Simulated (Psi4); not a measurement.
**InF3 (SMILES [F][In]([F])[F]): a chain of runs**

We compute a structure relaxation (HF/3-21G), then the harmonic vibrations, then the energy (MP2/def2-TZVPP) of InF3. 

The calculation is run with Psi4 1.11.

### 1 The structure to begin with

InF3: 4 atoms, total charge 0, spin state singlet. As SMILES, `[F][In]([F])[F]`. The shape comes from GFN2-xTB, which is rough for such elements, and wasn't checked as a minimum. The run starts from this shape.

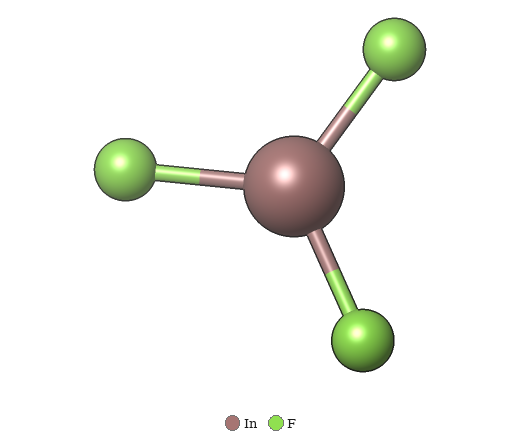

Viewed from a chosen angle; indium brown, fluorine green.

### 2 A structure relaxation at HF/3-21G (run 1)

Contents of f3in.dat:

```
memory 1.6 GB

molecule mol {
  In
  F 1 1.964328
  F 1 1.963781 2 119.75559
  F 1 1.963111 3 120.17627 2 179.78728
  units angstrom
}

set basis 3-21G
set geom_maxiter 60
set scf_type pk

e_tot, wfn = opt("scf", return_wfn=True)
```

Run with:

```
psi4 f3in.dat f3in.out -n 1
```

f3in.out (excerpt; [...] marks lines left out):

```text
[...]
  Running in c1 symmetry.
[...]
  Nuclear repulsion =  394.320626287145387
[...]
  Multiplicity = 1
[...]
  Nalpha       = 38
  Nbeta        = 38
[...]
    Number of basis functions: 60
[...]
   @RHF iter   1: -6011.75202984924636   -5.41348e+00   1.11311e-02 DIIS/ADIIS
[...]
   @RHF iter   9: -6011.89350463737992   -1.81899e-12   2.08702e-09 DIIS
[...]
    Orbital Energies [Eh]
    ---------------------
    Doubly Occupied:
       1A   -992.052982     2A   -148.766550     3A   -138.203535
       4A   -138.201836     5A   -138.201833     6A    -29.631927
       7A    -26.078713     8A    -26.078578     9A    -26.078497
      10A    -25.178362    11A    -25.171180    12A    -25.171167
      13A    -17.577415    14A    -17.575262    15A    -17.575253
      16A    -17.571136    17A    -17.571131    18A     -5.071856
      19A     -3.549471    20A     -3.540016    21A     -3.540001
      22A     -1.495033    23A     -1.490449    24A     -1.490391
      25A     -1.173696    26A     -1.173682    27A     -1.170559
      28A     -1.156981    29A     -1.156951    30A     -0.625734
      31A     -0.587105    32A     -0.587080    33A     -0.586193
      34A     -0.565276    35A     -0.559885    36A     -0.559792
[...]
  @RHF Final Energy: -6011.89350463737992
   => Energetics <=
    Nuclear Repulsion Energy =            408.2903342713186134
    One-Electron Energy =               -9124.6840464200540737
    Two-Electron Energy =                2704.5002075113561659
    Total Energy =                      -6011.8935046373799196
[...]
 Multipole Moments:
 ------------------------------------------------------------------------------------
     Multipole            Electronic (a.u.)      Nuclear  (a.u.)        Total (a.u.)
 ------------------------------------------------------------------------------------
 L = 1.  Multiply by 2.5417464519 to convert [e a0] to [Debye]
 Dipole X            :          0.0003171           -0.0001544            0.0001627
 Dipole Y            :         -0.0056560            0.0026005           -0.0030555
 Dipole Z            :         -0.0055675            0.0025599           -0.0030076
 Magnitude           :                                                    0.0042905
[...]
  -Total Gradient:
     Atom            X                  Y                   Z
    ------   -----------------  -----------------  -----------------
       1        0.000002717192    -0.000056817723    -0.000056412187
       2       -0.000000904096     0.000036034810     0.000025647925
       3       -0.000000903496     0.000044996203     0.000030219400
       4       -0.000000909601    -0.000024213288     0.000000544862
[...]
    Final optimized geometry and variables:
    Molecular point group: c1
    Full point group: C1
    Geometry (in Angstrom), charge = 0, multiplicity = 1:
    IN
    F             1    1.896568
    F             1    1.896556      2  119.892634
    F             1    1.896526      3  120.077698      2  179.995248
    Psi4 run time: 0:00:06.16
[...]
```

The script printed:

```text
Optimizer: Optimization complete!
```

Run time: 7.2 s. Hardware: 1 thread of Intel Xeon 6975P-C (Granite Rapids), shared host; peak memory 0.23 GiB.

Steps, from the record of the run:

| step | energy from the first frame kept (eV) | largest force (eV/Å) |
| --- | --- | --- |
| 0 | 0.0000 | 1.9007 |
| 1 | -0.1296 | 1.3694 |
| 2 | -0.2003 | 0.1998 |
| 3 | -0.2010 | 0.0789 |
| 4 | -0.1836 | 0.3302 |
| 5 | -0.2016 | 0.0558 |
| 6 | -0.2021 | 0.0041 |

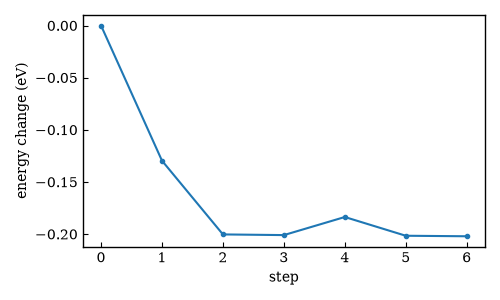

Energy along the run.

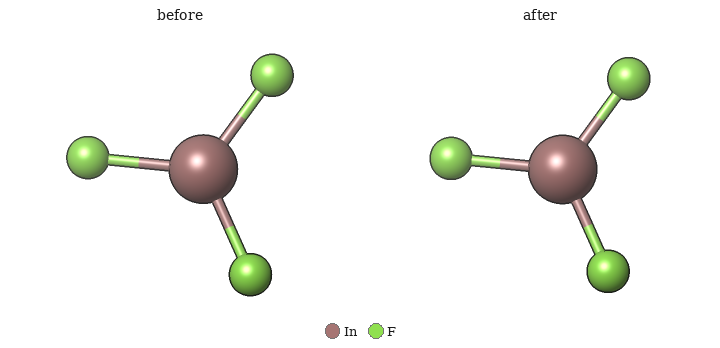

Before and after, at one scale.

After the run. Bond lengths: In1–F2 1.897 Å, In1–F3 1.897 Å, In1–F4 1.897 Å. Angles: F2–In1–F3 119.9°, F2–In1–F4 120.0°, F3–In1–F4 120.1°.

### 3 The harmonic vibrations at HF/3-21G (run 2)

Contents of f3in.py:

```python
import psi4

psi4.set_memory(1600000000)
psi4.set_num_threads(1)
psi4.core.set_output_file('f3in.out', False)

m = psi4.geometry("""
0 1
In    -0.00210138    -0.00202201    -0.00169508
F      3.58149588    -0.04739811     0.02632955
F     -1.74861461     3.12746839    -0.03045861
F     -1.83486926    -3.08185985    -0.00068786
units bohr
symmetry c1
""")

psi4.set_options({
    'basis': '3-21G',
    'reference': 'rhf',
    't': 298.15,
    'scf_type': 'pk',
    'rotational_symmetry_number': 6,
})

E = psi4.frequencies("hf", molecule=m)
print('E =', round(E, 9))
for k in ('ZPVE', 'ENTHALPY', 'GIBBS FREE ENERGY'):
    print(f'{k}: {psi4.variable(k):.8f} Eh')
```

Run with:

```
python f3in.py
```

f3in.out (excerpt; [...] marks lines left out):

```text
[...]
  Running in c1 symmetry.
[...]
  Nuclear repulsion =  408.290360673380178
[...]
  Multiplicity = 1
[...]
  Nalpha       = 38
  Nbeta        = 38
[...]
    Number of basis functions: 60
[...]
   @RHF iter   1: -6011.75467907609982   -5.17215e+00   1.12873e-02 DIIS/ADIIS
[...]
  -Total Gradient:
     Atom            X                  Y                   Z
    ------   -----------------  -----------------  -----------------
       1       -0.000057343082    -0.000055735102    -0.000002876814
       2        0.000026179262     0.000035710603     0.000000929784
       3        0.000030962881     0.000044277225     0.000000924660
       4        0.000000200936    -0.000024252727     0.000001022370
[...]
   @RHF iter  10: -6011.89350463742994   -3.63798e-12   4.64929e-09 DIIS
[...]
  @RHF Final Energy: -6011.89350463742994
   => Energetics <=
    Nuclear Repulsion Energy =            408.2903606733801780
    One-Electron Energy =               -9124.6841004322959634
    Two-Electron Energy =                2704.5002351214866394
    Total Energy =                      -6011.8935046374299418
[...]
  ==> Harmonic Vibrational Analysis <==
[...]
  Freq [cm^-1]                 145.0419            145.2757            148.3484
[...]
  IR activ [km/mol]            46.2115             46.1114             92.1375
[...]
  Freq [cm^-1]                 692.7369            750.0764            750.3093
[...]
  IR activ [km/mol]             0.0000             65.8830             65.9266
[...]
  Total E_0, Enthalpy at 0 [K]                                                        -6011.88750898 [Eh]
[...]
  Total H, Enthalpy at  298.15 [K]                                                    -6011.88147877 [Eh]
[...]
  Total G, Gibbs energy at  298.15 [K]                                                -6011.91608746 [Eh]
[...]
```

The script printed:

```text
Warning: used thermodynamics relations inappropriate for low-frequency modes: ['145.0419' '145.2757' '148.3484']
E = -6011.893504637
ZPVE: 0.00599566 Eh
ENTHALPY: -6011.88147877 Eh
GIBBS FREE ENERGY: -6011.91608746 Eh
```

Wall time 9.6 s (1 thread of Intel Xeon 6975P-C (Granite Rapids), shared host); peak memory 0.23 GiB.

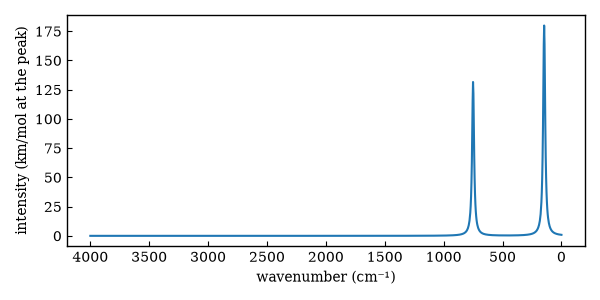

Harmonic infrared spectrum, unscaled, lines broadened by 10 cm⁻¹.

### 4 A single-point energy at MP2/def2-TZVPP (density fitting, core potential, density fitting for correlation) (run 3)

Contents of job.in:

```
memory 1.6 GB

molecule mol {
  0 1
  In
  F 1 r2
  F 1 r3 2 a3
  F 1 r4 3 a4 2 d4

  r2 = 1.896568
  r3 = 1.896556
  a3 = 119.89264
  r4 = 1.896526
  a4 = 120.07769
  d4 = 179.99528
}

set {
  num_frozen_docc 7
}

e, wfn = energy('mp2/def2-TZVPP', return_wfn=True)
```

Run with:

```
psi4 -n 1 job.in job.out
```

job.out (excerpt; [...] marks lines left out):

```text
[...]
    !!!  WARNING: ECP capability is in beta. Please check occupations closely.  !!!
[...]
  Running in c1 symmetry.
[...]
  Nuclear repulsion =  197.350459705817968
[...]
  Multiplicity = 1
[...]
  Nalpha       = 24
  Nbeta        = 24
[...]
    Number of basis functions: 143
[...]
   @DF-RHF iter   1:  -487.54806985900893   -2.07450e+00   5.30435e-03 DIIS/ADIIS
[...]
   @DF-RHF iter  11:  -487.73973889919370   -4.94538e-12   3.32838e-09 DIIS
[...]
    Orbital Energies [Eh]
    ---------------------
    Doubly Occupied:
       1A    -26.261974     2A    -26.261853     3A    -26.261810
       4A     -5.455481     5A     -3.722701     6A     -3.711497
       7A     -3.711480     8A     -1.541668     9A     -1.536972
      10A     -1.536909    11A     -1.108011    12A     -1.108002
      13A     -1.107086    14A     -1.097321    15A     -1.097316
      16A     -0.683915    17A     -0.641152    18A     -0.641120
      19A     -0.631650    20A     -0.618982    21A     -0.614781
      22A     -0.614699    23A     -0.595093    24A     -0.595015
[...]
  @DF-RHF Final Energy:  -487.73973889919370
   => Energetics <=
    Nuclear Repulsion Energy =            197.3504597058179684
    One-Electron Energy =               -1147.8674128952472984
    Two-Electron Energy =                 462.7772142902356904
    Total Energy =                       -487.7397388991936964
[...]
 Multipole Moments:
 ------------------------------------------------------------------------------------
     Multipole            Electronic (a.u.)      Nuclear  (a.u.)        Total (a.u.)
 ------------------------------------------------------------------------------------
 L = 1.  Multiply by 2.5417464519 to convert [e a0] to [Debye]
 Dipole X            :          0.0010972           -0.0009440            0.0001532
 Dipole Y            :         -0.0188253            0.0159987           -0.0028266
 Dipole Z            :         -0.0185358            0.0157520           -0.0027838
 Magnitude           :                                                    0.0039702
[...]
```

Wall time 2.6 s (1 thread of Intel Xeon 6975P-C (Granite Rapids), shared host); peak memory 0.27 GiB.

### 5 Outcome

```
                                                                  quantity             value
                                  run 1, HF/3-21G: total energy at the end    -6011.89350 Eh
                                            run 1, HF/3-21G: dipole moment            0.01 D
                                              run 1, HF/3-21G: HOMO energy         -14.64 eV
                                              run 1, HF/3-21G: LUMO energy           0.95 eV
                                            run 1, HF/3-21G: HOMO–LUMO gap          15.59 eV
                               run 2, HF/3-21G: lowest harmonic wavenumber          145 cm⁻¹
                              run 2, HF/3-21G: highest harmonic wavenumber          750 cm⁻¹
                                        run 2, HF/3-21G: zero-point energy       15.7 kJ/mol
run 2, HF/3-21G: ideal-gas entropy at 298.15 K (symmetry number 6 as used)  72.8 cal/(mol K)
                                       run 3, MP2/def2-TZVPP: total energy     -488.76754 Eh
                run 3, MP2/def2-TZVPP: HOMO energy (Hartree–Fock orbitals)         -16.19 eV
                run 3, MP2/def2-TZVPP: LUMO energy (Hartree–Fock orbitals)           0.18 eV
              run 3, MP2/def2-TZVPP: HOMO–LUMO gap (Hartree–Fock orbitals)          16.37 eV
        run 3, MP2/def2-TZVPP: correlation energy (7 core orbitals frozen)       -1027.8 mEh
```

The optimisation (run 1, HF/3-21G) took 7 steps and changed the energy by -0.202 eV. Relativity is left out (run 1, HF/3-21G) although the molecule holds a heavy atom. All 6 modes (run 2, HF/3-21G) are real, so the shape is a minimum at this level. Relativity is left out (run 2, HF/3-21G) although the molecule holds a heavy atom.
